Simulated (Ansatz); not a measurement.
A series of calculations on CH5Sb

Part 1: Relaxation

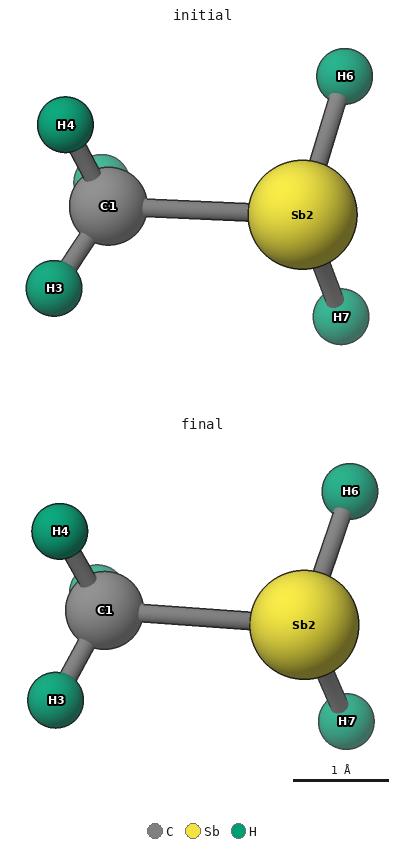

The structure of CH$_{5}$Sb (coarse preliminary run) before (top) and after (bottom) a relaxation, at one scale.

Style: ball-and-stick. Shown at a tilt.

Computed with RKS PBE-D4/def2-SVP in Ansatz. (force threshold 0.03 eV/Å; at most 250 steps)

Summarise the run.

Answer. The atom that moves furthest after the best rigid fit is an H atom (0.085 Å). By element the largest moves are H 0.085 Å, C 0.072 Å, Sb 0.027 Å. Some distances before and after: C–Sb 2.136 → 2.201 Å, C–H 1.059 → 1.107 Å, C–H 1.145 → 1.104 Å, H–Sb 1.778 → 1.737 Å. Among the angles between lasting bonds that change: Sb–C–H 115.1° → 108.6°, H–C–H 104.3° → 109.8°, C–Sb–H 91.3° → 93.6°. The optimiser took 4 steps.

Part 2: Relaxation

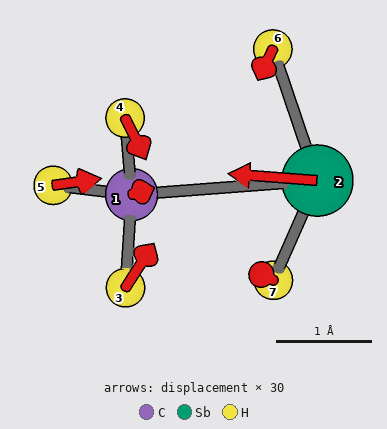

A relaxation of CH5Sb. The starting structure is drawn; red arrows show the displacements, 30 times their true length. The two geometries are superimposed by the best rigid fit.

The picture is a ball-and-stick view, seen from a free direction.

Computed with Ansatz, RKS PBE0-D4/def2-TZVP. Settings: force threshold 0.005 eV/Å; at most 200 steps.

> Describe the change and its energy.

After 4 geometry steps the energy has fallen by 3.29 kJ/mol. Largest force component: 0.7 eV/Å at the start, 0.0024 eV/Å at the end. The largest move after the best rigid fit is that of Sb2, 0.032 Å. Largest moves by element: Sb 0.032 Å, H 0.027 Å, C 0.013 Å. Near-neighbour distances that change, for instance: C1–Sb2 2.201 → 2.162 Å, Sb2–H6 1.737 → 1.711 Å, C1–H3 1.107 → 1.090 Å, C1–H5 1.104 → 1.088 Å. The run took about 25 core-seconds on a shared host.

Part 3: A change

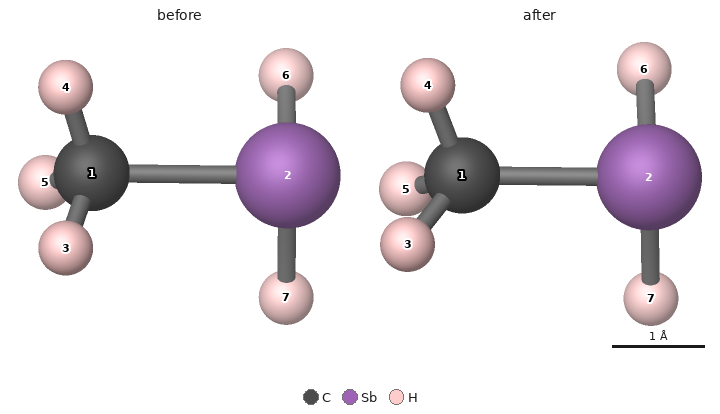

Left: CH$_{5}$Sb. Right: the same structure after one change, at the same scale. A ball-and-stick model, seen at a tilt.

These are results of RKS r2SCAN-D4/def2-TZVPP (Ansatz 0.2.0), not measurements. 

Question: What was changed?

Answer: All atoms are moved at random (σ = 0.09 Å) from the PBE0-D4/def2-TZVP minimum.

Question: What does the change do?

Answer: The energy rises by 64.1 kJ/mol. The largest force is 4.4 eV/Å, on C1. The forces point partly back along the displacements (cosine −0.66). At other levels of theory the same distortion costs 59.4 kJ/mol (RKS PBE-D4/def2-TZVPP), 64.3 kJ/mol (RKS PBE0-D4/def2-TZVPP), 66.3 kJ/mol (RKS wB97M-V/def2-TZVPP), 67.9 kJ/mol (RHF-CCSD(T), frozen core/def2-TZVPP). Near-neighbour distances before and after: Sb2–H6 1.711 → 1.854 Å, C1–Sb2 2.162 → 2.055 Å, Sb2–H7 1.711 → 1.792 Å, C1–H5 1.088 → 1.034 Å. Bond angles that change, for instance: H3–C1–H5 109.8° → 91.1°, Sb2–C1–H3 108.7° → 124.5°.

Part 4: Distortion

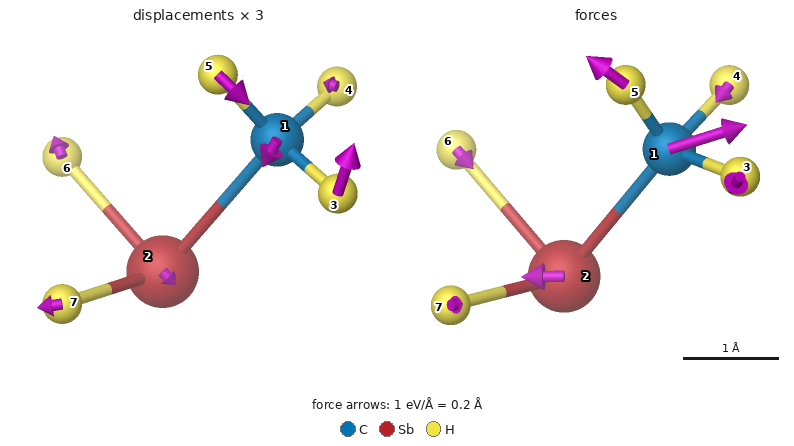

Left: CH$_{5}$Sb, with purple arrows for the displacements applied to it. Right: the displaced structure with the computed forces. Style: ball-and-stick. Shown from a free direction.

Theory: RKS r2SCAN-D4/def2-TZVPP in Ansatz 0.2.0. 

> How do the forces relate to the distortion?

All atoms are moved at random (σ = 0.09 Å) from the PBE0-D4/def2-TZVP minimum. Energy change: +15.3 kcal/mol. The largest force is 4.4 eV/Å, on C1. The forces point partly back along the displacements (cosine −0.66). At other levels of theory the same distortion costs 14.2 kcal/mol (RKS PBE-D4/def2-TZVPP), 15.4 kcal/mol (RKS PBE0-D4/def2-TZVPP), 15.8 kcal/mol (RKS wB97M-V/def2-TZVPP), 16.2 kcal/mol (RHF-CCSD(T), frozen core/def2-TZVPP). Near-neighbour distances before and after: Sb2–H6 1.711 → 1.854 Å, C1–Sb2 2.162 → 2.055 Å, Sb2–H7 1.711 → 1.792 Å, C1–H5 1.088 → 1.034 Å. Among the angles between lasting bonds that change: H3–C1–H5 109.8° → 91.1°, Sb2–C1–H3 108.7° → 124.5°.
